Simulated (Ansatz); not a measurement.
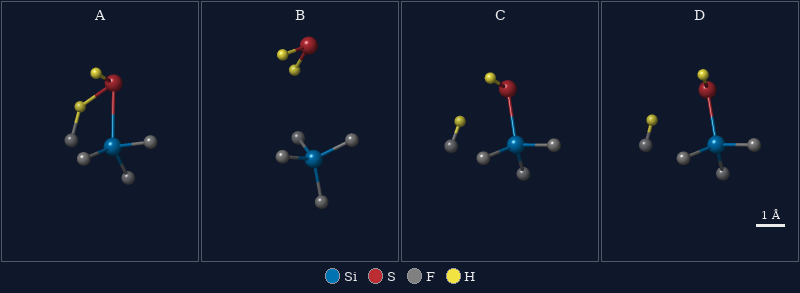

4 geometries from a converged minimum-energy path of SiH2SF4, made up of SiHSF$_{3}$ and HF, shuffled. A ball-and-stick model, seen at a tilt.

These are results of RKS BLYP/cc-pVDZ (Ansatz 0.2.0), not measurements. Run with 7 movable images; climbing image; force threshold 0.05 eV/Å; iteration limit 60; starting path through a guess of the saddle point.

Question: Which frame is the top of the path?

Answer: A. In order along the path, whose images run from 0 to 8: D (image 1, +0.01 eV), C (image 2, +0.03 eV), A (image 4, +0.56 eV), B (image 7, −0.76 eV). Breaking: F–H (0.95 → 2.67 Å), S–Si (2.16 → 3.92 Å). Forming: H–S (2.46 → 1.37 Å), F–Si (2.91 → 1.63 Å).

Limits of the set-up: the start holds two separate molecules, 2.5 Å apart at their closest, whose relative position is a soft coordinate and is computed without a dispersion correction.

The run took 3.7 min on 2 threads of Arm Neoverse V2, with other jobs on the host, peak memory 0.15 GiB.
